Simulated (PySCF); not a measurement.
I2, SMILES II, singlet at its CAM-B3LYP/def2-SVP optimised geometry (Å):

```
2

I     -1.3452     0.0000     0.0000
I      1.3452     0.0000     0.0000
```

Level of theory: CAM-B3LYP/def2-TZVP, def2 effective core potentials past Kr (PySCF). The core electrons that the potentials of I replace are not part of the density. Cells within 0.4 Å of a nucleus heavier than hydrogen are left out (blank, or x).

Map of the Laplacian of the electron density (e/bohr⁵), clipped to [-1.50, 1.50] on the plane z = 0.0 Å:

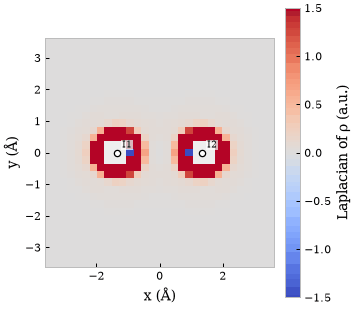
Figure: Laplacian of the electron density (e/bohr⁵), clipped to [-1.50, 1.50] on the plane z = 0.0 Å.
